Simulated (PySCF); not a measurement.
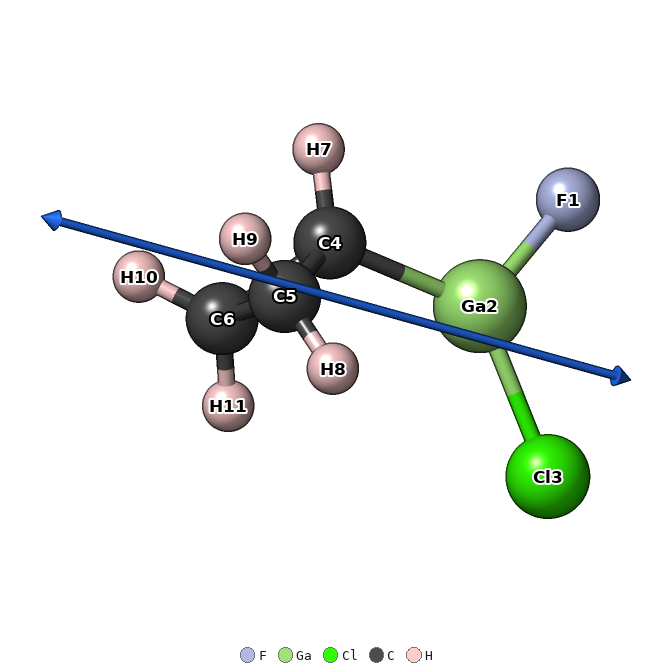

The double arrow shows the direction of the transition dipole to excited singlet state 2 (its length means nothing). The geometry was computed by an optimisation with GFN2-xTB. No frequency run is at hand to confirm it as a minimum. Properties computed with TDDFT B3LYP/def2-SVPD, vertical, gas phase, core orbitals frozen in the response (PySCF 2.14.0).

### How is the transition polarised?

Nearly parallel to the Ga2–C4 bond.

### Where does the transition lie, and how strong is it?

6.07 eV (204 nm), oscillator strength 0.14, mainly HOMO → LUMO (weight 0.91); transition dipole 2.44 D.

The geometry is semi-empirical. Around Ga such bond lengths and angles can be off by a tenth of an ångström or more and by several degrees, and values that hang on the shape move with them.
